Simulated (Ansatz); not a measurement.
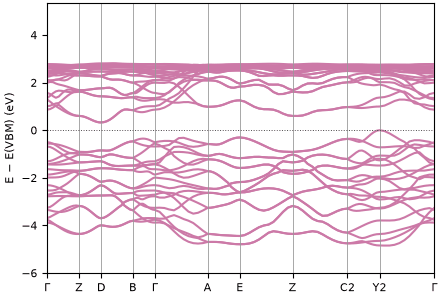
*Band structure from plane-wave PAW r²SCAN (Ansatz code)*

Problem. Read off the gap and where the band edges lie.

Solution. About 0.3 eV (0.32 eV by a search for the band edges); maximum at Y2, minimum at D.

The material is LaAs$_{2}$ in space group P2_1/c (No. 14; La on 4e, As on 4e, As on 4e).

The workflow started from a Materials Project entry (that database holds measured and hypothetical structures alike); the Crystallography Open Database copy checked does not list it. COD files the formula under space group No. 9, so this cell is another polymorph or a model. Whether it is the stable phase at ambient conditions was not checked. The cell was relaxed with r²SCAN under the symmetry of its start; whether a distortion lowers the energy is not shown. Spin–orbit coupling is left out wherever it is not named.

Potentials: the earlier of the program's two PAW sets.
